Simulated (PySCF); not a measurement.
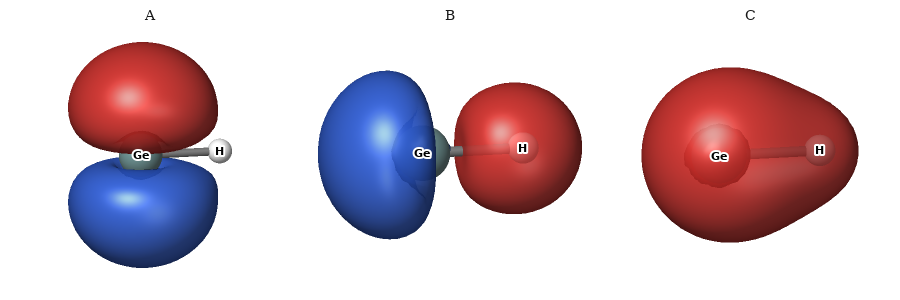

Figure. GeH (charge +1). Three frontier orbitals, each drawn at the value that holds 80 % of its norm (red and blue are the two phases), in no order; of a degenerate pair one member is drawn.

These are results of PBE0/pcseg-1, non-relativistic, at a bond length of 1.591 Å (PySCF 2.14.0), not measurements.

> Name the orbitals and rank them from lowest to highest energy.

Orbital C: σ, occupied, −21.65 eV; mainly on Ge (80 %).
Orbital B: σ, occupied, −15.07 eV; mainly on Ge (70 %).
Orbital A: π, empty, −10.29 eV; almost wholly on Ge.
